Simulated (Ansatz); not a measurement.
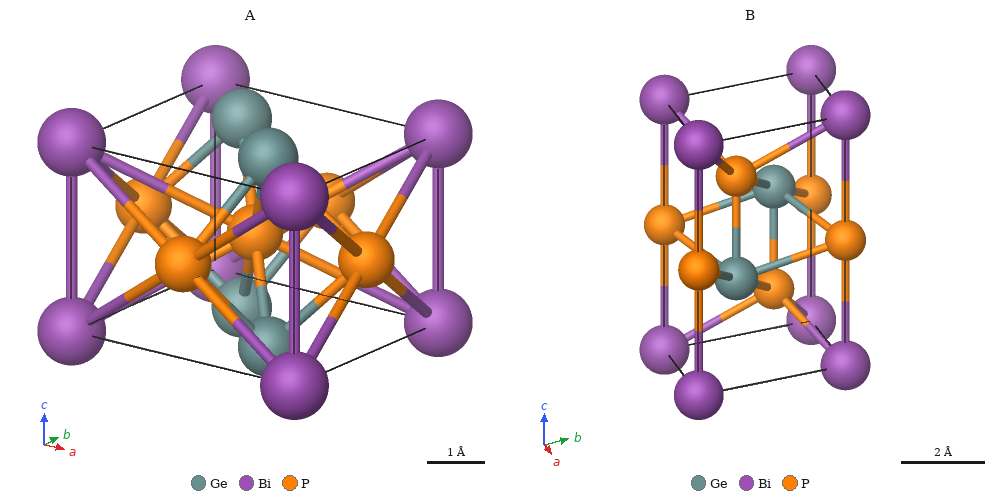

Two structures of Ge$_{2}$BiP$_{3}$, each relaxed to rest (conventional cells in solid outline, small ones repeated, not to one scale). Method: DFT PBE, scalar-relativistic, plane waves, PAW in Ansatz, without spin polarisation.

> Give the type and space group of each.

A: CeCo₃B₂ type, P6/mmm. B: 6 atoms a cell on a primitive hexagonal lattice, P-3m1.

> Which form lies lower?

B is lower, by 92 meV/atom at this level of theory (energies at zero smearing). Volumes: A 20.6, B 19.6 Å³/atom.

One or both may be structure types tried for this composition rather than known phases.
